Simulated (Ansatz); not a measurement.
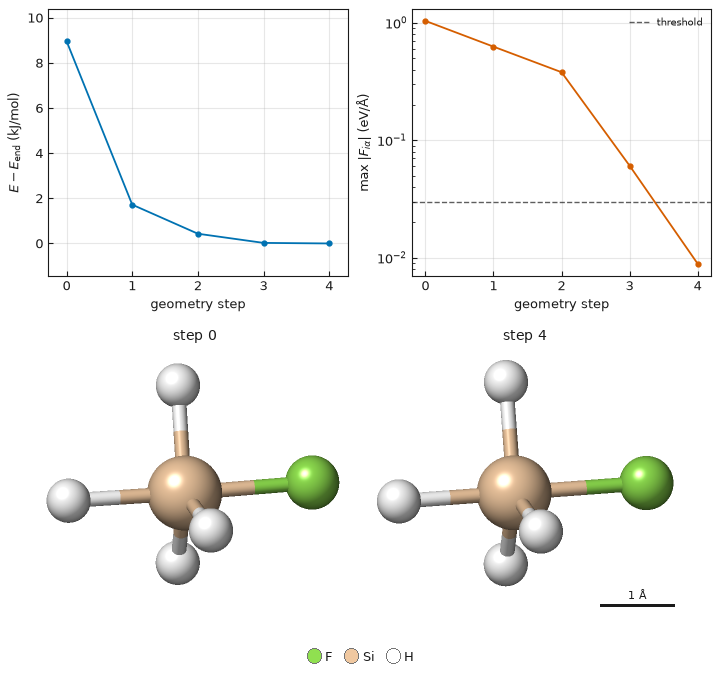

First and last geometry of a relaxation of SiH4F (charge −1) (coarse preliminary run), with the history of the run. Style: ball-and-stick. Shown from a free direction.

All numbers below come from RKS PBE-D4/def2-SVPD in Ansatz 0.2.0.

Input file:
```yaml
crystal:
  periodic: [false, false, false]
  atoms:
    - {symbol: F, position_ang: [-0.369300, 0.011300, -1.679000]}
    - {symbol: Si, position_ang: [0.011700, -0.004800, 0.054200]}
    - {symbol: H, position_ang: [1.298500, 0.649600, -0.269800]}
    - {symbol: H, position_ang: [-1.198900, 0.828300, 0.254000]}
    - {symbol: H, position_ang: [0.341800, 0.000300, 1.634300]}
    - {symbol: H, position_ang: [-0.083800, -1.484700, 0.006300]}
basis:
  gaussian: {orbitals: def2-SVPD}
total_charge: -1
hamiltonian: {xc: pbe, dispersion: d4}
relax: {f_tol: 0.03, max_steps: 250}
```

Command:
```bash
ansatz run in.yaml --threads 2 --pin off --events-out ev --progress --plain --max-ram 5222MiB
```

**What do the curves and the structures tell?**

It converged. After 4 geometry steps the energy has fallen by 8.97 kJ/mol. The largest force component goes from 1 to 0.0089 eV/Å. The atom that moves furthest after the best rigid fit is F1 (0.058 Å). Largest moves by element: F 0.058 Å, H 0.055 Å, Si 0.009 Å. Among the contacts that change: F1–Si2 1.775 → 1.839 Å, Si2–H3 1.480 → 1.530 Å, Si2–H5 1.614 → 1.601 Å. Cost: 3.7 s on 2 threads of Arm Neoverse V2, on a shared host.
